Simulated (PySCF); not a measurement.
# C4H4FNSi: NMR shifts at several levels of theory

How much do the NMR shifts of C4H4FNSi (`N#CCC#C[SiH2]F`) depend on the level of theory, and what does each level cost?

Computed with PySCF 2.14.0, with density-fitted response routines of our own, on a single molecule in the gas phase. Atoms count from 0, in the outputs and in this text.

### 1 The molecule as given

11 atoms, charge 0, multiplicity 1; geometry from: GFN2-xTB. The atoms were then displaced at random by about 0.01 Å, so the start is not that level's minimum.

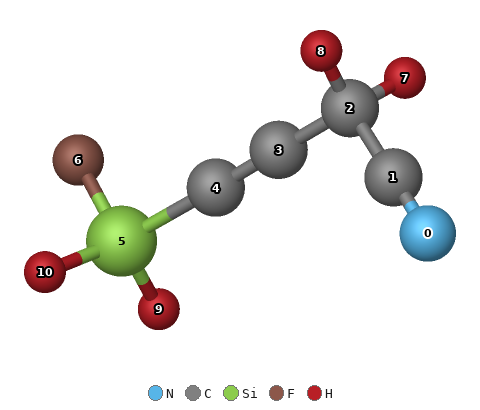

The starting geometry (nitrogen blue, carbon grey, silicon green, fluorine brown, hydrogen red), atoms numbered; sticks join atoms by distance.

### 2 Geometry optimisation at PBE0-D3(BJ)/def2-SVP

Job settings and geometry (Å):

```
{"job": {"xc": "PBE0", "basis": "def2-SVP", "d3": "d3bj", "grid": 1, "shake": 0.01, "kind": "geom"}, "charge": 0, "multiplicity": 1}
N      3.358560    -1.314110    -0.111180
C      2.661490    -0.397310     0.109270
C      1.786450     0.731340     0.387370
C      0.449140     0.345600     0.229360
C     -0.732500    -0.006210     0.082200
Si    -2.497340    -0.496750    -0.117280
F     -3.370910     0.799900     0.213970
H      2.065680     1.556350    -0.297110
H      1.982600     1.073170     1.443730
H     -2.781630    -0.827430    -1.493210
H     -2.883430    -1.490380     0.891980
```

The run is started by

```bash
$ OMP_NUM_THREADS=1 python probes_run.py task.json out
```

This one command runs all jobs of the session in turn.

Output:

```text
step   0  E = -598.09818384  max force = 0.090967
step   1  E = -598.10479295  max force = 0.009163
step   2  E = -598.10540643  max force = 0.002536
step   3  E = -598.10554107  max force = 0.001933
step   4  E = -598.10557682  max force = 0.000949
step   5  E = -598.10559503  max force = 0.000808
step   6  E = -598.10560390  max force = 0.000639
step   7  E = -598.10560960  max force = 0.000400
optimisation converged
```

Wall time 42 s (1 thread of Arm Neoverse V2, shared host); peak memory 0.49 GiB.

The steps of the relaxation:

```
step  energy from step 0 (eV)  largest force component (eV/Å)
   0                   0.0000                          4.6777
   1                  -0.1798                          0.4712
   2                  -0.1965                          0.1304
   3                  -0.2002                          0.0994
   4                  -0.2012                          0.0488
   5                  -0.2017                          0.0415
   6                  -0.2019                          0.0329
   7                  -0.2021                          0.0206
```

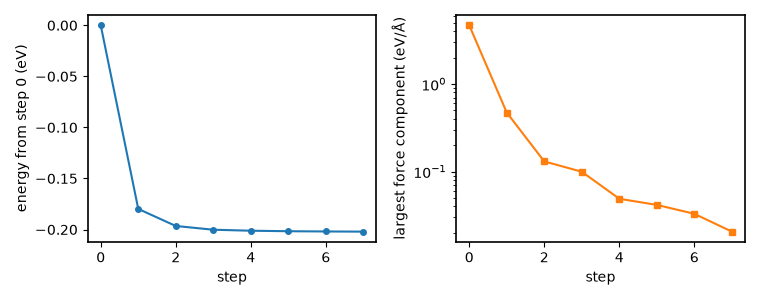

Energy and largest force along the relaxation.

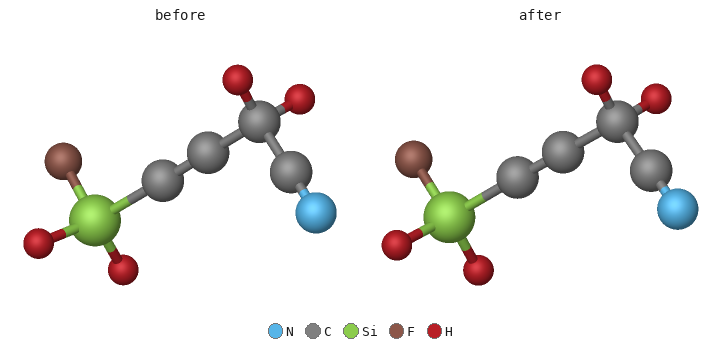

The geometry before (left) and after (right).

Distances of close pairs at the start and the end, largest changes first:

```
   bond  before (Å)  after (Å)  change (Å)
  C2–C3       1.401      1.458      +0.058
 Si5–H9       1.443      1.484      +0.041
  C3–C4       1.242      1.217      -0.025
 Si5–F6       1.598      1.623      +0.025
  C2–H8       1.127      1.104      -0.024
  N0–C1       1.173      1.156      -0.017
Si5–H10       1.468      1.484      +0.016
 C4–Si5       1.843      1.828      -0.015
```

The end geometry stands in the next job.

```
                         at the end point                value
  point group (found at 0.08 Å tolerance)                   Cs
rotational constants (GHz, main isotopes)  8.709, 0.692, 0.649
                        dipole moment (D)                 1.95
```

### 3 Shielding tensors: BHandHLYP/pcSseg-1

Job settings and geometry (Å):

```
{"job": {"kind": "nmr", "xc": "BHandHLYP", "basis": "pcSseg-1", "pop": false}, "charge": 0, "multiplicity": 1}
N      3.446612    -1.255127    -0.142624
C      2.720018    -0.383589     0.077484
C      1.801256     0.720299     0.359013
C      0.398977     0.344344     0.220694
C     -0.771595     0.032208     0.107952
Si    -2.518969    -0.475027    -0.065245
F     -3.467387     0.791370     0.295472
H      2.039079     1.556315    -0.321345
H      1.995920     1.083544     1.383148
H     -2.786826    -0.873243    -1.469849
H     -2.819277    -1.567074     0.894351
```

Method: GIAO BHandHLYP/pcSseg-1 NMR shielding, non-relativistic, gas phase.

Output:

```text
coarse grid: 10600 points
cycle   1  E = -598.5325670618  dE =  8.815e-01  |g| = 7.416e-01  |ddm| = 3.405e+00
cycle   2  E = -598.4115462055  dE =  1.210e-01  |g| = 1.110e+00  |ddm| = 1.290e+00
cycle   3  E = -598.6515036131  dE = -2.400e-01  |g| = 1.557e-01  |ddm| = 7.894e-01
cycle   4  E = -598.6556610192  dE = -4.157e-03  |g| = 7.700e-02  |ddm| = 1.424e-01
cycle   5  E = -598.6567986869  dE = -1.138e-03  |g| = 1.474e-02  |ddm| = 6.375e-02
cycle   6  E = -598.6568400772  dE = -4.139e-05  |g| = 5.758e-03  |ddm| = 1.701e-02
cycle   7  E = -598.6568475867  dE = -7.509e-06  |g| = 2.089e-03  |ddm| = 5.410e-03
final grid: 100848 points
cycle   8  E = -598.6932478911  dE = -8.187e-06  |g| = 3.095e-03  |ddm| = 1.157e-02
cycle   9  E = -598.6932457459  dE =  2.145e-06  |g| = 4.421e-03  |ddm| = 4.621e-03
cycle  10  E = -598.6932501164  dE = -4.371e-06  |g| = 4.078e-04  |ddm| = 2.882e-03
cycle  11  E = -598.6932501528  dE = -3.633e-08  |g| = 9.702e-05  |ddm| = 3.347e-04
cycle  12  E = -598.6932501546  dE = -1.866e-09  |g| = 3.686e-05  |ddm| = 1.089e-04
cycle  13  E = -598.6932501549  dE = -2.626e-10  |g| = 2.160e-05  |ddm| = 3.621e-05
converged SCF energy = -598.6932501549

GIAO shielding tensors (ppm)
atom      isotropic    diamagn.    paramagn.     s11        s22        s33       span
  0 N      -50.251     338.030    -388.281   -225.570   -225.061    299.880    525.450
  1 C       64.171     260.543    -196.372    -52.302    -50.134    294.950    347.252
  2 C      175.174     244.703     -69.529    163.775    174.289    187.458     23.683
  3 C       78.555     272.496    -193.942    -15.525    -12.731    263.920    279.446
  4 C       96.336     256.627    -160.291      5.396     14.736    268.875    263.479
  5 Si     394.180     877.440    -483.260    348.033    382.604    451.903    103.869
  6 F      393.432     468.462     -75.030    363.724    395.668    420.903     57.179
  7 H       28.323      25.725       2.598     23.205     27.426     34.337     11.132
  8 H       28.306      25.291       3.015     23.197     27.422     34.299     11.102
  9 H       26.644      29.122      -2.478     23.406     25.266     31.259      7.852
 10 H       26.637      28.945      -2.308     23.403     25.267     31.242      7.839
```

It took 11 s on 1 thread of Arm Neoverse V2, shared host; peak memory 0.76 GiB.

Shifts follow as δ = σ(reference) − σ, with reference shieldings (ppm) from runs at the same level and on the same kind of geometry: 1H TMS 31.44, 13C TMS 184.0, 29Si TMS 358.4, 19F CFCl3 204.3, 15N NH3 265.0. The references are single molecules in the gas phase, so shifts against H2O, NH3, PH3, H3PO4 or CFCl3 are not on the usual liquid scales and can be off by tens of ppm. Atoms listed in one row are averaged.

```
  atoms                            environment  σ (ppm)  δ (ppm)
     C1                         nitrile carbon     64.2    119.8
     C3                          alkyne carbon     78.6    105.4
     C4                          alkyne carbon     96.3     87.6
     C2                 sp3 CH2 α to a nitrile    175.2      8.8
H9, H10   hydrogen on a silicon bonded to C, F    26.64     4.80
 H7, H8  hydrogen on an sp3 CH2 α to a nitrile    28.31     3.13
     N0                       nitrile nitrogen    -50.3    315.3
    Si5            silicon bonded to C, F, 2 H    394.2    -35.8
     F6                  fluorine bonded to Si    393.4   -189.1
```

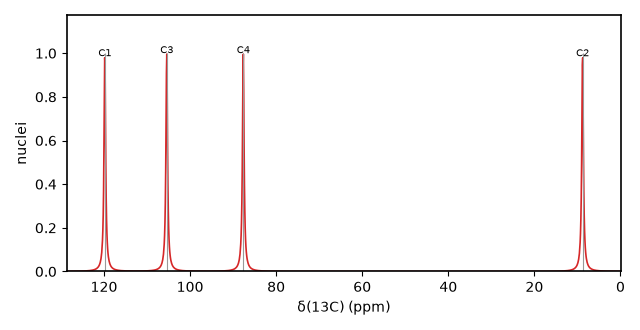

13C lines at the computed shifts, without couplings. Lines are broadened to a width of 0.44 ppm (Lorentzian).

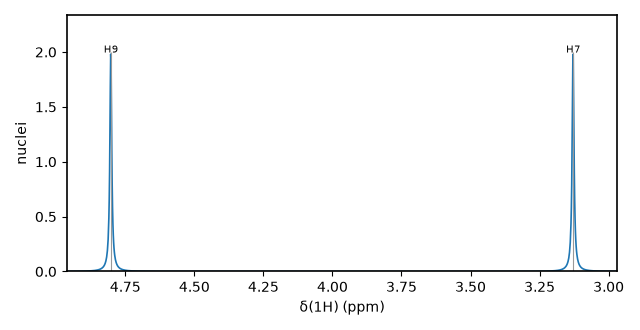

1H lines at the computed shifts, without couplings. Lines are broadened to a width of 0.01 ppm (Lorentzian).

### 4 Shielding tensors: BP86/pcSseg-1

The job, as its differences from that of step 3:

```diff
@@ -1,2 +1,2 @@
-{"job": {"kind": "nmr", "xc": "BHandHLYP", "basis": "pcSseg-1", "pop": false}, "charge": 0, "multiplicity": 1}
+{"job": {"kind": "nmr", "xc": "BP86", "basis": "pcSseg-1", "pop": false}, "charge": 0, "multiplicity": 1}
 N      3.446612    -1.255127    -0.142624
```

With the program's defaults for keys left out, this is: GIAO BP86/pcSseg-1 NMR shielding, non-relativistic, gas phase.

Output:

```text
coarse grid: 10600 points
cycle   1  E = -598.6976825001  dE =  7.177e-01  |g| = 7.916e-01  |ddm| = 3.540e+00
cycle   2  E = -598.0584845619  dE =  6.392e-01  |g| = 1.912e+00  |ddm| = 2.284e+00
cycle   3  E = -598.7649663517  dE = -7.065e-01  |g| = 4.969e-01  |ddm| = 1.763e+00
cycle   4  E = -598.8212319381  dE = -5.627e-02  |g| = 1.449e-01  |ddm| = 4.230e-01
cycle   5  E = -598.8248702227  dE = -3.638e-03  |g| = 6.134e-02  |ddm| = 1.420e-01
cycle   6  E = -598.8254753343  dE = -6.051e-04  |g| = 3.367e-02  |ddm| = 7.256e-02
cycle   7  E = -598.8257343410  dE = -2.590e-04  |g| = 6.918e-03  |ddm| = 2.701e-02
cycle   8  E = -598.8257474672  dE = -1.313e-05  |g| = 1.731e-03  |ddm| = 1.015e-02
cycle   9  E = -598.8257481487  dE = -6.815e-07  |g| = 2.717e-04  |ddm| = 1.820e-03
final grid: 100848 points
cycle  10  E = -598.8880152118  dE = -2.514e-05  |g| = 5.128e-03  |ddm| = 3.921e-02
cycle  11  E = -598.8880041520  dE =  1.106e-05  |g| = 9.270e-03  |ddm| = 9.749e-03
cycle  12  E = -598.8880183830  dE = -1.423e-05  |g| = 2.239e-03  |ddm| = 7.211e-03
cycle  13  E = -598.8880194620  dE = -1.079e-06  |g| = 7.756e-04  |ddm| = 1.937e-03
cycle  14  E = -598.8880195868  dE = -1.247e-07  |g| = 2.540e-04  |ddm| = 7.242e-04
cycle  15  E = -598.8880195959  dE = -9.172e-09  |g| = 1.684e-04  |ddm| = 2.383e-04
cycle  16  E = -598.8880196021  dE = -6.223e-09  |g| = 2.214e-05  |ddm| = 1.137e-04
cycle  17  E = -598.8880196022  dE = -8.413e-11  |g| = 5.770e-06  |ddm| = 1.859e-05
converged SCF energy = -598.8880196022

GIAO shielding tensors (ppm)
atom      isotropic    diamagn.    paramagn.     s11        s22        s33       span
  0 N      -40.188     339.472    -379.660   -210.877   -209.446    299.760    510.637
  1 C       67.856     259.749    -191.893    -43.788    -42.532    289.888    333.675
  2 C      167.759     249.085     -81.326    154.010    166.288    182.978     28.968
  3 C       78.114     269.679    -191.565    -12.423     -8.084    254.849    267.272
  4 C       93.812     257.143    -163.332      4.109     15.270    262.056    257.946
  5 Si     364.660     880.228    -515.568    311.633    343.432    438.914    127.281
  6 F      377.446     466.537     -89.091    350.213    368.946    413.178     62.965
  7 H       27.959      26.062       1.897     23.063     27.381     33.431     10.368
  8 H       27.942      25.555       2.387     23.054     27.376     33.395     10.341
  9 H       25.983      29.079      -3.096     22.798     24.695     30.454      7.656
 10 H       25.976      28.899      -2.923     22.795     24.695     30.439      7.644
```

Run time: 16 s. Hardware: 1 thread of Arm Neoverse V2, shared host; peak memory 0.76 GiB.

This run: δ C1 111.9, C3 101.6, C4 85.9, C2 12.0, H9 5.29, H7 3.32 ppm (means over like atoms).

### 5 Shielding tensors: wB97X-D/pcSseg-1

The job, as its differences from that of step 4:

```diff
@@ -1,2 +1,2 @@
-{"job": {"kind": "nmr", "xc": "BP86", "basis": "pcSseg-1", "pop": false}, "charge": 0, "multiplicity": 1}
+{"job": {"kind": "nmr", "xc": "wB97X-D", "basis": "pcSseg-1", "pop": false}, "charge": 0, "multiplicity": 1}
 N      3.446612    -1.255127    -0.142624
```

Level: GIAO wB97X-D/pcSseg-1 NMR shielding, non-relativistic, gas phase.

Output:

```text
coarse grid: 10600 points
cycle   1  E = -598.5504607895  dE =  8.678e-01  |g| = 8.022e-01  |ddm| = 3.431e+00
cycle   2  E = -598.4200178494  dE =  1.304e-01  |g| = 1.195e+00  |ddm| = 1.373e+00
cycle   3  E = -598.6904378660  dE = -2.704e-01  |g| = 1.271e-01  |ddm| = 7.792e-01
cycle   4  E = -598.6929028541  dE = -2.465e-03  |g| = 7.423e-02  |ddm| = 1.265e-01
cycle   5  E = -598.6939385988  dE = -1.036e-03  |g| = 1.370e-02  |ddm| = 6.089e-02
cycle   6  E = -598.6939785819  dE = -3.998e-05  |g| = 3.889e-03  |ddm| = 1.859e-02
cycle   7  E = -598.6939820973  dE = -3.515e-06  |g| = 2.035e-03  |ddm| = 5.774e-03
final grid: 100848 points
cycle   8  E = -598.7459061563  dE = -9.970e-05  |g| = 6.285e-03  |ddm| = 6.428e-02
cycle   9  E = -598.7459019542  dE =  4.202e-06  |g| = 7.779e-03  |ddm| = 1.004e-02
cycle  10  E = -598.7459130239  dE = -1.107e-05  |g| = 1.421e-03  |ddm| = 4.828e-03
cycle  11  E = -598.7459134124  dE = -3.885e-07  |g| = 5.522e-04  |ddm| = 1.166e-03
cycle  12  E = -598.7459134708  dE = -5.841e-08  |g| = 1.683e-04  |ddm| = 4.877e-04
cycle  13  E = -598.7459134762  dE = -5.350e-09  |g| = 4.460e-05  |ddm| = 1.941e-04
cycle  14  E = -598.7459134767  dE = -5.743e-10  |g| = 2.100e-05  |ddm| = 6.076e-05
converged SCF energy = -598.7459134767

GIAO shielding tensors (ppm)
atom      isotropic    diamagn.    paramagn.     s11        s22        s33       span
  0 N      -43.661     338.286    -381.946   -216.994   -216.499    302.511    519.505
  1 C       65.935     260.617    -194.683    -48.753    -46.576    293.133    341.886
  2 C      174.390     245.689     -71.299    162.418    173.435    187.318     24.900
  3 C       79.465     271.974    -192.509    -13.737    -10.512    262.642    276.379
  4 C       97.469     257.819    -160.350      7.428     16.397    268.581    261.154
  5 Si     381.967     878.831    -496.864    330.684    366.855    448.363    117.679
  6 F      390.383     467.664     -77.280    362.595    387.452    421.103     58.509
  7 H       28.317      25.832       2.485     23.303     27.464     34.185     10.882
  8 H       28.301      25.405       2.896     23.295     27.460     34.147     10.852
  9 H       26.393      29.036      -2.643     23.193     25.077     30.909      7.716
 10 H       26.386      28.856      -2.469     23.190     25.077     30.892      7.703
```

Run time: 16 s. Hardware: 1 thread of Arm Neoverse V2, shared host; peak memory 0.83 GiB.

In short: δ C1 118.6, C3 105.1, C4 87.1, C2 10.1, H9 4.99, H7 3.07 ppm (means over like atoms).

### 6 NMR shieldings: mPW1PW91/pcSseg-1

The job, as its differences from that of step 5:

```diff
@@ -1,2 +1,2 @@
-{"job": {"kind": "nmr", "xc": "wB97X-D", "basis": "pcSseg-1", "pop": false}, "charge": 0, "multiplicity": 1}
+{"job": {"kind": "nmr", "xc": "mPW1PW91", "basis": "pcSseg-1", "pop": false}, "charge": 0, "multiplicity": 1}
 N      3.446612    -1.255127    -0.142624
```

With the program's defaults for keys left out, this is: GIAO mPW1PW91/pcSseg-1 NMR shielding, non-relativistic, gas phase.

Output:

```text
coarse grid: 10600 points
cycle   1  E = -598.6242181117  dE =  7.931e-01  |g| = 7.402e-01  |ddm| = 3.466e+00
cycle   2  E = -598.3223198885  dE =  3.019e-01  |g| = 1.428e+00  |ddm| = 1.617e+00
cycle   3  E = -598.7221820899  dE = -3.999e-01  |g| = 2.585e-01  |ddm| = 1.102e+00
cycle   4  E = -598.7358189209  dE = -1.364e-02  |g| = 8.177e-02  |ddm| = 2.157e-01
cycle   5  E = -598.7370355151  dE = -1.217e-03  |g| = 2.678e-02  |ddm| = 6.842e-02
cycle   6  E = -598.7371705821  dE = -1.351e-04  |g| = 1.096e-02  |ddm| = 2.897e-02
cycle   7  E = -598.7371987460  dE = -2.816e-05  |g| = 2.078e-03  |ddm| = 8.820e-03
cycle   8  E = -598.7371997302  dE = -9.842e-07  |g| = 4.883e-04  |ddm| = 2.374e-03
final grid: 100848 points
cycle   9  E = -598.7834150225  dE = -1.861e-05  |g| = 2.745e-03  |ddm| = 3.507e-02
cycle  10  E = -598.7834146376  dE =  3.849e-07  |g| = 3.066e-03  |ddm| = 6.288e-03
cycle  11  E = -598.7834167102  dE = -2.073e-06  |g| = 1.164e-03  |ddm| = 2.925e-03
cycle  12  E = -598.7834170400  dE = -3.298e-07  |g| = 1.634e-04  |ddm| = 8.797e-04
cycle  13  E = -598.7834170418  dE = -1.713e-09  |g| = 1.443e-04  |ddm| = 1.745e-04
cycle  14  E = -598.7834170461  dE = -4.334e-09  |g| = 3.063e-05  |ddm| = 9.766e-05
cycle  15  E = -598.7834170463  dE = -2.042e-10  |g| = 4.365e-06  |ddm| = 2.654e-05
converged SCF energy = -598.7834170463

GIAO shielding tensors (ppm)
atom      isotropic    diamagn.    paramagn.     s11        s22        s33       span
  0 N      -44.862     337.969    -382.830   -218.212   -217.597    301.223    519.435
  1 C       66.785     260.385    -193.600    -46.840    -45.284    292.480    339.321
  2 C      172.718     246.061     -73.342    160.181    171.451    186.524     26.343
  3 C       79.390     271.134    -191.744    -13.009     -9.076    260.255    273.264
  4 C       96.280     256.950    -160.670      6.135     16.154    266.551    260.417
  5 Si     380.711     879.041    -498.330    330.439    364.979    446.715    116.276
  6 F      388.176     467.253     -79.077    360.001    384.686    419.841     59.840
  7 H       28.123      25.852       2.271     23.106     27.322     33.940     10.835
  8 H       28.106      25.433       2.673     23.098     27.318     33.904     10.806
  9 H       26.268      28.900      -2.633     23.066     24.948     30.789      7.723
 10 H       26.261      28.718      -2.457     23.062     24.948     30.773      7.711
```

Run time: 12 s. Hardware: 1 thread of Arm Neoverse V2, shared host; peak memory 0.78 GiB.

In short: δ C1 116.8, C3 104.2, C4 87.3, C2 10.8, H9 5.05, H7 3.20 ppm (means over like atoms).

### 7 Nuclear shieldings: WP04/pcSseg-1

The job, as its differences from that of step 6:

```diff
@@ -1,2 +1,2 @@
-{"job": {"kind": "nmr", "xc": "mPW1PW91", "basis": "pcSseg-1", "pop": false}, "charge": 0, "multiplicity": 1}
+{"job": {"kind": "nmr", "xc": "WP04", "basis": "pcSseg-1", "pop": false}, "charge": 0, "multiplicity": 1}
 N      3.446612    -1.255127    -0.142624
```

Method: GIAO WP04/pcSseg-1 NMR shielding, non-relativistic, gas phase.

Output:

```text
coarse grid: 10600 points
cycle   1  E = -608.3981410444  dE =  7.703e-01  |g| = 1.082e+00  |ddm| = 3.508e+00
cycle   2  E = -607.6693105672  dE =  7.288e-01  |g| = 2.169e+00  |ddm| = 2.395e+00
cycle   3  E = -608.5550452511  dE = -8.857e-01  |g| = 4.947e-01  |ddm| = 1.834e+00
cycle   4  E = -608.6078085197  dE = -5.276e-02  |g| = 1.730e-01  |ddm| = 4.031e-01
cycle   5  E = -608.6128652946  dE = -5.057e-03  |g| = 6.696e-02  |ddm| = 1.457e-01
cycle   6  E = -608.6136674607  dE = -8.022e-04  |g| = 3.360e-02  |ddm| = 6.765e-02
cycle   7  E = -608.6139273324  dE = -2.599e-04  |g| = 5.721e-03  |ddm| = 2.454e-02
cycle   8  E = -608.6139347012  dE = -7.369e-06  |g| = 1.447e-03  |ddm| = 6.952e-03
final grid: 100848 points
cycle   9  E = -608.6790689529  dE = -2.634e-05  |g| = 4.898e-03  |ddm| = 3.070e-02
cycle  10  E = -608.6790616648  dE =  7.288e-06  |g| = 7.532e-03  |ddm| = 1.128e-02
cycle  11  E = -608.6790725152  dE = -1.085e-05  |g| = 3.205e-03  |ddm| = 6.851e-03
cycle  12  E = -608.6790748881  dE = -2.373e-06  |g| = 5.316e-04  |ddm| = 2.242e-03
cycle  13  E = -608.6790749347  dE = -4.655e-08  |g| = 1.620e-04  |ddm| = 3.913e-04
cycle  14  E = -608.6790749376  dE = -2.885e-09  |g| = 9.975e-05  |ddm| = 1.523e-04
cycle  15  E = -608.6790749396  dE = -2.059e-09  |g| = 2.607e-05  |ddm| = 7.292e-05
cycle  16  E = -608.6790749398  dE = -1.412e-10  |g| = 4.225e-06  |ddm| = 1.989e-05
converged SCF energy = -608.6790749398

GIAO shielding tensors (ppm)
atom      isotropic    diamagn.    paramagn.     s11        s22        s33       span
  0 N      -46.513     338.397    -384.909   -221.998   -220.666    303.126    525.124
  1 C       60.028     262.096    -202.068    -56.326    -55.368    291.777    348.103
  2 C      158.969     249.808     -90.839    146.121    157.633    173.152     27.032
  3 C       76.247     270.746    -194.499    -19.425    -15.431    263.596    283.021
  4 C       90.800     254.171    -163.371     -0.747      8.380    264.768    265.516
  5 Si     381.854     880.999    -499.145    340.191    372.577    432.794     92.603
  6 F      386.943     471.055     -84.112    355.792    394.440    410.597     54.805
  7 H       28.394      26.318       2.077     23.707     27.694     33.783     10.076
  8 H       28.379      25.719       2.660     23.698     27.689     33.749     10.050
  9 H       27.206      29.954      -2.747     24.078     25.794     31.747      7.669
 10 H       27.200      29.754      -2.554     24.075     25.795     31.731      7.656
```

Run time: 12 s. Hardware: 1 thread of Arm Neoverse V2, shared host; peak memory 0.76 GiB.

In short: δ C1 112.4, C3 96.2, C4 81.6, C2 13.5, H9 4.36, H7 3.18 ppm (means over like atoms).

[end of part 1 of 2]
